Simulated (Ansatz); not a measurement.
**Frequency calculation of Si$_{2}$NH$_{7}$Cl$_{2}$O**

The run: frequency calculation of Si$_{2}$NH$_{7}$Cl$_{2}$O. Method and program: RKS PBE0-D4/def2-TZVP (Ansatz 0.2.0).

The geometry is a transition state. The reaction was set up to form Si1–N7 and Si2–H6 and to break Si1–Si2 and H6–N7 (atoms counted from 1 in the order of the input); sticks are drawn by distance alone. The geometry comes from this level: PBE0-D4/def2-TZVP. Figures and captions count atoms from 1; the log counts them from 0 in places.

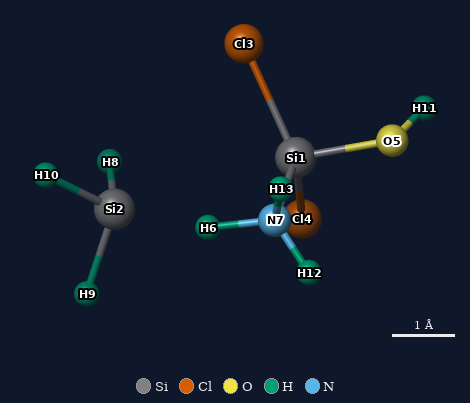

**Figure 1.** The structure (ball-and-stick view, seen at a tilt; atoms are numbered from 1 in the order of the input).

The input
```yaml
crystal:
  periodic: [false, false, false]
  atoms:
    - {symbol: Si, position_ang: [-0.951621, -0.514545, 0.065319]}
    - {symbol: Si, position_ang: [1.786044, 0.640056, 0.891743]}
    - {symbol: Cl, position_ang: [-1.585218, 0.730613, 1.549804]}
    - {symbol: Cl, position_ang: [-0.024072, -2.251505, 0.595417]}
    - {symbol: O, position_ang: [-2.342049, -1.014958, -0.656384]}
    - {symbol: H, position_ang: [0.640740, 0.597086, -0.795470]}
    - {symbol: N, position_ang: [-0.297708, 0.316249, -1.429510]}
    - {symbol: H, position_ang: [1.565139, 0.089175, 2.267444]}
    - {symbol: H, position_ang: [3.106838, 0.059311, 0.469780]}
    - {symbol: H, position_ang: [2.068277, 2.098412, 1.122524]}
    - {symbol: H, position_ang: [-2.957406, -1.526154, -0.127899]}
    - {symbol: H, position_ang: [-0.136244, -0.319742, -2.208982]}
    - {symbol: H, position_ang: [-0.872719, 1.096001, -1.743686]}
basis:
  gaussian: {orbitals: def2-TZVP}
hamiltonian: {xc: pbe0, dispersion: d4}
phonons: {temperatures: {t_min: 298.15, t_max: 900, t_step: 200}}
```

Machine: 5 CPU threads, shared host.

Run as:
```bash
ansatz run in.yaml --threads 5 --pin off --events-out ev --progress --plain --max-ram 66560MiB --backend cuda --devices 0, --max-vram 37GiB
```

What the program printed
```
Functional definition: PBE0
  name "PBE0"
  cite "Adamo & Barone, J. Chem. Phys. 110, 6158 (1999) doi:10.1063/1.478522"
  cite "Perdew, Burke & Ernzerhof, Phys. Rev. Lett. 77, 3865 (1996) doi:10.1103/PhysRevLett.77.3865"
  parent pbe
  parameter a = 0.25
  parameter kappa = 0.804
  parameter beta = 0.06672455060314922
  exchange = (1 - a)*pbe_x(kappa = kappa, mu = beta*pi^2/3) + a*exact_x
  correlation = pbe_c(beta = beta)
1686 factors; their error is unknown
mean field evaluation 1: about -44429.6623 eV, gradient 7.0e1 eV
mean field evaluation 2: about -44419.0521 eV, gradient 1.0e2 eV
mean field evaluation 4: about -44438.0516 eV, gradient 4.2e0 eV
mean field evaluation 8: about -44438.0804 eV, gradient 7.3e-2 eV
mean field evaluation 16: about -44438.2212 eV, gradient 1.3e-4 eV
mean field -44438.22124250 eV, -1633.0745093537 hartree, gradient 3.6e-5 eV, S^2 0.000000; 0 other end points of the search recorded, 0 dependent functions left out
the calculation of the forces begins
reference -44438.22127905 eV, -1633.0745106969 hartree; 42, 42 occupied and 210, 210 virtual orbitals, 1686 factors
these checks for a lower state are left out or cut short: stability, starts, cluster_reference, orbital_swaps, neighbouring_geometries, increment
1686 factors; their error is unknown
mean field -44438.22124914 eV, -1633.0745095975 hartree, gradient 1.4e-6 eV, S^2 0.000000; 0 other end points of the search recorded, 0 dependent functions left out
[... from here on the field's lines of each further geometry are left out, up to the last ...]
the calculation of the forces begins
reference -44438.22123147 eV, -1633.0745089484 hartree; 42, 42 occupied and 210, 210 virtual orbitals, 1686 factors
these checks for a lower state are left out or cut short: stability, starts, cluster_reference, orbital_swaps, neighbouring_geometries, increment
1686 factors; their error is unknown
mean field -44438.22124067 eV, -1633.0745092865 hartree, gradient 1.2e-6 eV, S^2 0.000000; 0 other end points of the search recorded, 0 dependent functions left out
the calculation of the forces begins
reference -44438.22127723 eV, -1633.0745106299 hartree; 42, 42 occupied and 210, 210 virtual orbitals, 1686 factors
WARN: phonons: modes at or below zero, which the zero-point energy, F, S and C_V leave out: 2, the lowest at -921.89 cm⁻¹. A minimum has none, and a first-order saddle one
Total energy: -44438.60979650 eV, -1633.0887884498 hartree
Atom 0 at    -0.951621    -0.514545     0.065319 Å, force     0.000592    -0.002924    -0.005264 eV/Å
Atom 1 at     1.786044     0.640056     0.891743 Å, force    -0.012327    -0.007778     0.013508 eV/Å
Atom 2 at    -1.585218     0.730613     1.549804 Å, force    -0.000634     0.002383     0.001962 eV/Å
Atom 3 at    -0.024072    -2.251505     0.595417 Å, force    -0.001290    -0.001699    -0.002160 eV/Å
Atom 4 at    -2.342049    -1.014958    -0.656384 Å, force     0.015424     0.010770    -0.006609 eV/Å
Atom 5 at     0.640740     0.597086    -0.795470 Å, force    -0.003456     0.002100    -0.000746 eV/Å
Atom 6 at    -0.297708     0.316249    -1.429510 Å, force     0.014498    -0.013256     0.003304 eV/Å
Atom 7 at     1.565139     0.089175     2.267444 Å, force     0.004201     0.003936    -0.013448 eV/Å
Atom 8 at     3.106838     0.059311     0.469780 Å, force     0.005638    -0.003560     0.001240 eV/Å
Atom 9 at     2.068277     2.098412     1.122524 Å, force     0.001273     0.007823    -0.000313 eV/Å
Atom 10 at    -2.957406    -1.526154    -0.127899 Å, force    -0.013348    -0.009377     0.010744 eV/Å
Atom 11 at    -0.136244    -0.319742    -2.208982 Å, force     0.000051    -0.001244     0.000685 eV/Å
Atom 12 at    -0.872719     1.096001    -1.743686 Å, force    -0.010620     0.012827    -0.002901 eV/Å
Dipole moment:    -0.810147    -0.139112    -0.879313 e Å
Vibrations: -921.89 -83.46 49.72 82.22 101.85 140.61 155.89 212.26 244.08 299.46 337.67 364.35 366.39 448.76 455.96 601.48 747.36 840.42 855.70 891.42 900.79 926.56 937.41 945.22 1451.19 1499.74 1743.40 2130.44 2136.77 2158.98 3449.86 3559.92 3915.34 cm⁻¹, zero-point energy 2.042714 eV
```

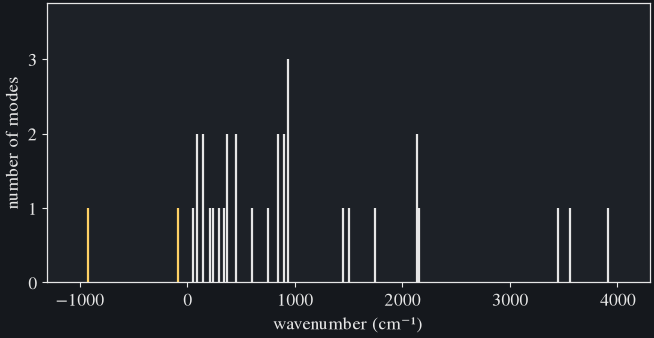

**Figure 2.** Harmonic vibrational wavenumbers from the force constants; neighbouring modes closer than 22 cm⁻¹ are counted in one stick, and imaginary ones are drawn at negative wavenumbers. 33 modes from 922i to 3915 cm⁻¹, 2 imaginary beyond 8i (922i, 83i cm⁻¹): not a minimum.

Summary

| quantity | value |
| --- | --- |
| outcome | converged |
| total energy | −44438.6098 eV |
| mean-field energy | −44438.2213 eV |
| dispersion energy | −0.3885 eV |
| largest force (length of the vector) | 0.020 eV/Å |
| dipole moment | 5.78 D |
| wall time | 3.2 min (CPU time 3 min) |
| peak memory | 0.94 GiB |
